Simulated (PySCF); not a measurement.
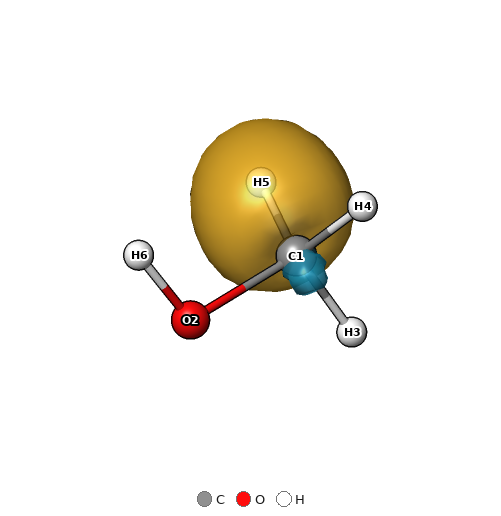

Figure 1: CH4O, SMILES `CO`. Intrinsic bond orbitals (IBO), occupied; each surface holds about 70 % of the orbital's density. Energies are diagonal elements of the Fock matrix.

Level of theory: ωB97X/def2-SVP (PySCF), at a geometry from GFN2-xTB. No frequency check shows the geometry to be a minimum.

Input

```python
import numpy as np
from pyscf import gto, scf, dft, lo
from pyscf.data.elements import chemcore

def solve(mol, dm0=None, hcore=None):
    mf = (dft.UKS if mol.spin else dft.RKS)(mol, xc='wb97x')
    mf.grids.level = 3
    mf = mf.density_fit(auxbasis='def2-universal-jkfit')
    mf.conv_tol, mf.max_cycle = 1e-8, 80
    if hcore is not None:
        mf.get_hcore = lambda *args: hcore
    mf.kernel(dm0)
    if not mf.converged:
        mf = mf.newton().run(mf.mo_coeff, mf.mo_occ, max_cycle=30)
    assert mf.converged, 'SCF not converged'
    return mf

mol = gto.M(atom='''
C      0.65974     0.02003     0.00005
O     -0.73925    -0.12279    -0.00003
H      1.07340    -0.98663    -0.00620
H      1.01375     0.54364     0.89459
H      1.01270     0.55443    -0.88887
H     -1.14427     0.75073     0.00042
''', basis='def2-svp', charge=0, spin=0, verbose=4)
mf = solve(mol)
occ_all = mf.mo_coeff[:, mf.mo_occ > 0]
occ = occ_all[:, chemcore(mol):]
loc = lo.ibo.ibo(mol, occ, iaos=lo.iao.iao(mol, occ_all))
fock, s = mf.get_fock(), mf.get_ovlp()
ortho = lo.orth_ao(mol, 'meta_lowdin')
ortho = lo.vec_lowdin(lo.iao.iao(mol, occ_all), s)
labels = lo.iao.reference_mol(mol).ao_labels(fmt=None)
vir = lo.vvo.livvo(mol, occ_all, mf.mo_coeff[:, mf.mo_occ == 0])
both = np.hstack([loc, vir])
p = (ortho.T @ s @ both) ** 2
pop = np.array([p[[l[0] == a for l in labels]].sum(0) for a in range(mol.natm)])
spd = np.array([[p[[l[0] == a and l[2][-1] == k for l in labels]].sum(0) for k in 'spd'] for a in range(mol.natm)])
eps = np.einsum('pi,pq,qi->i', both, fock, both)
for i in np.argsort(eps):
    top = np.argsort(-pop[:, i])[:3]
    print('%3d %s %9.4f Eh ' % (i + 1, 'occ' if i < loc.shape[1] else 'vir', eps[i]), '  '.join('%s%d %.3f' % (mol.atom_symbol(a), a + 1, pop[a, i]) for a in top))
np.savez('result.npz', c=both, nocc=loc.shape[1], pop=pop, spd=spd, eps=eps, e=mf.e_tot)
```

Command:

```sh
OMP_NUM_THREADS=1 python input.py
```

The run took 2.2 s on 1 thread of Arm Neoverse V2 (shared host), peak memory 0.25 GiB.

What does this orbital represent?

σ bond C1–H5 (C1 56 %, H5 43 %; −16.3 eV).

How do all the valence pairs divide up?

7 pairs: 5 σ bonds and 2 lone pairs.
